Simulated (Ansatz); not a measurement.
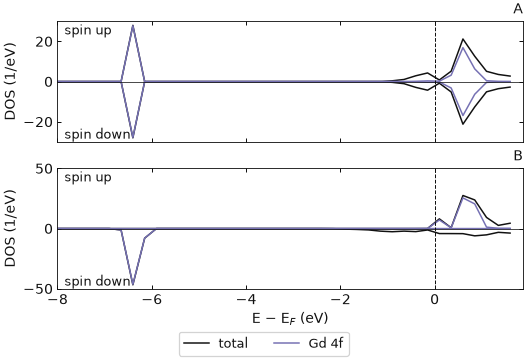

Spin-resolved densities of states of LiGd2ScF6, space group Fm-3m, 10 atoms in the cell, a structure borrowed from another compound, in two magnetic states on the same cell (spin down negative; each from its own Fermi level). Ansatz; DFT with r2SCAN, PAW plane waves, spin-polarised, 5×5×5 k mesh, 500 eV cutoff.

### Which panel is which state: antiferromagnetic and ferromagnetic?

A is antiferromagnetic (net moment 0.0 μB, local moments 16.1 μB in all, metal); B is ferromagnetic (net moment 17.2 μB, local moments 17.2 μB in all, metal). Unequal spin channels mark a net moment; equal ones mean that moments cancel or are absent.

### Which of these states is lowest in energy?

The ferromagnetic one; the antiferromagnetic state lies 40 meV an atom higher. Other orders weren't compared here.

The structure was built from a prototype or by substitution, so it need not be a known phase. The atoms aren't at rest in this cell (largest force 3.4 eV/Å), so the relaxed material can differ. Spin-orbit coupling is left out, which matters for Gd.
